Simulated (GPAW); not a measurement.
# Dielectric function and optical constants of KTaO3, part 2 of 2

Wanted: where KTaO3 starts to absorb, how strongly, and its refractive index.

GPAW 26.7.0; DFT, LDA, plane-wave PAW (GPAW data sets), scalar-relativistic, RPA, optical limit.

So far. Step 2 (Ground state): There is a gap, 2.04 eV on this mesh (points off the mesh can give less), so no carriers' term is needed.

**4. Dielectric function, RPA (continued)**

The Im ε, E ∥ x has structure finer than the step of the table below, so its rows give means over 1 eV, whole bins alone (the curve runs from 0 to 14.0 eV). Peaks (eV: height): 3.8: 5.89, 5.0: 6.58, 5.9: 6.08, 10.4: 4.68.

Values under the direct gap are tails of Lorentzian lines. Im ε, E ∥ x against photon energy; means over each step:

```
photon energy (eV)  Im ε, E ∥ x
                 1       0.0467
                 2        0.187
                 3         1.50
                 4         3.88
                 5         4.54
                 6         4.59
                 7         1.34
                 8         2.09
                 9         3.82
                10         4.23
                11         2.64
                12         1.73
                13         1.80
```

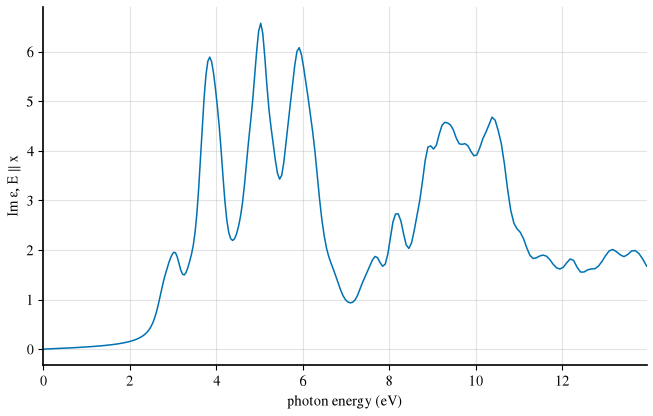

Im ε, E ∥ x against photon energy.

The Re ε, E ∥ x by photon energy:

```
photon energy (eV)  Re ε, E ∥ x
                 0         4.96
                 1         5.10
                 2         5.67
                 3         6.46
                 4         3.84
                 5         4.50
                 6         1.27
                 7         1.63
                 8         3.63
                 9         3.19
                10         1.41
                11       -0.383
                12        0.591
                13        0.977
```

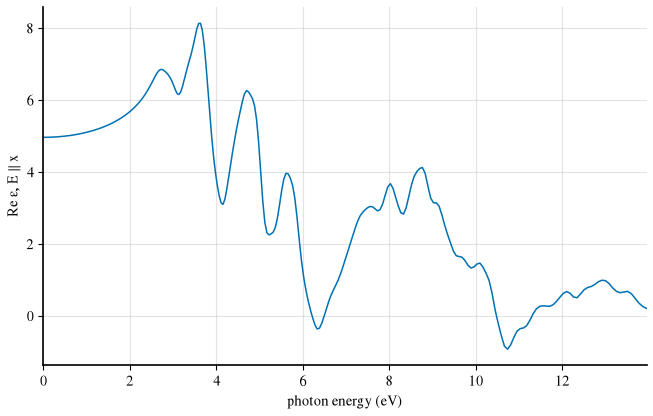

Re ε, E ∥ x, plotted against photon energy.

The refractive index n and extinction k by photon energy:

```csv
photon energy (eV),n,k
0,2.23,0
1,2.26,0.00991
2,2.38,0.0326
3,2.57,0.376
4,2.26,1.13
5,2.49,1.30
6,1.90,1.53
7,1.33,0.372
8,1.98,0.531
9,2.04,0.993
10,1.67,1.17
11,1.01,1.18
12,1.08,0.760
13,1.24,0.757
```

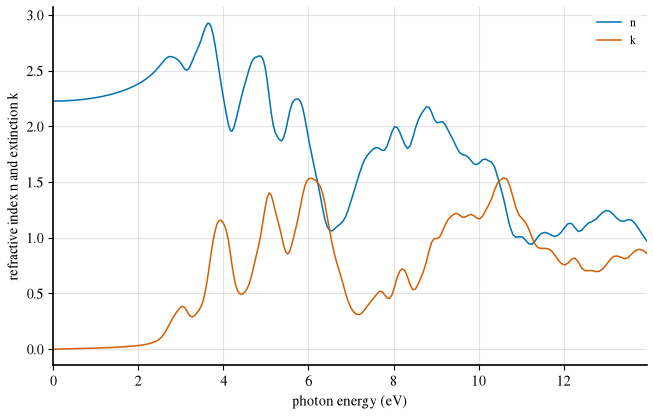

Refractive index n and extinction k, plotted against photon energy.

The reflectivity at normal incidence, E ∥ x has structure finer than the step of the table below, so its rows give means over 1 eV, whole bins alone (the curve runs from 0 to 14.0 eV). Peaks (eV: height): 3.8: 27.5, 5.0: 28.5, 6.1: 29.4, 10.7: 32.8.

The reflectivity at normal incidence, E ∥ x by photon energy; means over each step:

```csv
photon energy (eV),"reflectivity at normal incidence, E ∥ x (%)"
1,15.0
2,16.9
3,20.3
4,21.9
5,23.3
6,26.1
7,8.75
8,12.5
9,19.9
10,23.5
11,25.7
12,13.6
13,11.6
```

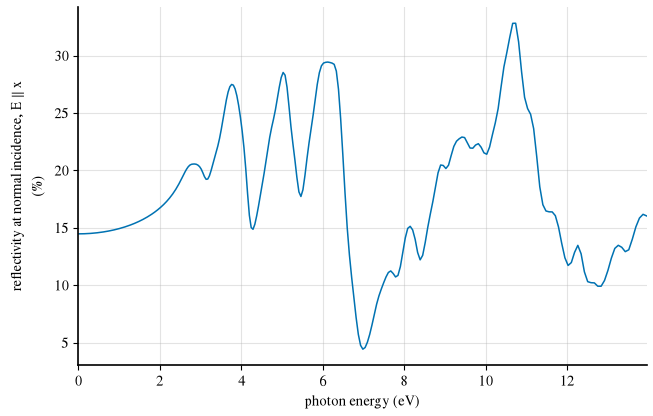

Reflectivity at normal incidence, E ∥ x against photon energy.

The loss function −Im 1/ε at q → 0, E ∥ x has structure finer than the step of the table below, so its rows give means over 1 eV, whole bins alone (the curve runs from 0 to 14.0 eV). Peaks (eV: height): 4.2: 0.160, 6.7: 0.520, 11.9: 0.575.

Values under the direct gap are tails of Lorentzian lines. Table of loss function −Im 1/ε at q → 0, E ∥ x by energy loss; means over each step:

| energy loss (eV) | loss function −Im 1/ε at q → 0, E ∥ x |
| --- | --- |
| 1 | 0.00176 |
| 2 | 0.00542 |
| 3 | 0.0316 |
| 4 | 0.0954 |
| 5 | 0.118 |
| 6 | 0.198 |
| 7 | 0.309 |
| 8 | 0.144 |
| 9 | 0.147 |
| 10 | 0.215 |
| 11 | 0.400 |
| 12 | 0.535 |
| 13 | 0.461 |

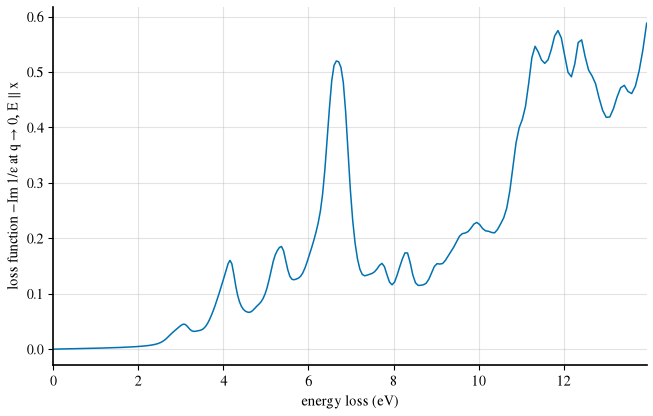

Loss function −Im 1/ε at q → 0, E ∥ x against energy loss.

At chosen wavelengths:

```csv
wavelength (nm),n,k,R (%),1/α
1550,2.25,0.008,14.8,16 µm
800,2.31,0.019,15.7,3.4 µm
633,2.37,0.031,16.6,1.6 µm
450,2.63,0.242,20.5,148 nm
308,2.21,1.112,23.4,22 nm
248,2.49,1.302,28.2,15 nm
193,1.12,1.227,25.3,13 nm
```

Below the direct gap, k and the depth come from the tails of the Lorentzian lines, not from transitions.

Rows near the edge hang on the gap, which this functional as a rule makes too small, and phonon-assisted absorption is left out.

**5. Summary of results**

```
electronic dielectric constant ε∞, mean over x, y and z (by symmetry where fewer were run) (RPA) : 4.96
main peak of Im epsilon, first axis                                                              : 5.03 eV
```

In words: At this level (LDA, RPA) KTaO3 has ε∞ = 4.96 and n = 2.25 at 1550 nm, and Im ε peaks at 5.0 eV. On the mesh the gap is 2.03 eV and the least direct gap 2.68 eV, so on this mesh the band edges lie at different points. Local fields change the static value along x from 5.15 to 4.96 (-4 %). Distinct maxima of Im ε, read by a parabola through the highest points, lie at 3.85 eV (5.9), 5.03 eV (6.6), 5.91 eV (6.1) and 10.39 eV (4.7). Excitons and phonon-assisted transitions are missing; LDA gaps are as a rule too small, which pulls the onset down and ε∞ up. Spin-orbit coupling is left out although heavy atoms are present. The sum runs over mesh points, so small or evenly spaced maxima can still be ripples of the mesh. In this version of GPAW the matrix elements of the optical limit are incomplete, which can lower ε − 1 by up to a tenth where first-row anions or d states rule, and shift it by more in d metals.

[Machine, clock and banner lines and Python warnings are left out of the logs.]

[Logs are printed without paths, hosts, clocks, repeated set-up lines and the standing remarks that a program may print on its own settings, such as how far it seeks lower states.]

[Hosts, paths, dates, database ids (printed as entryN), source tags and the programs' standing remarks are cut or masked in the printed files.]
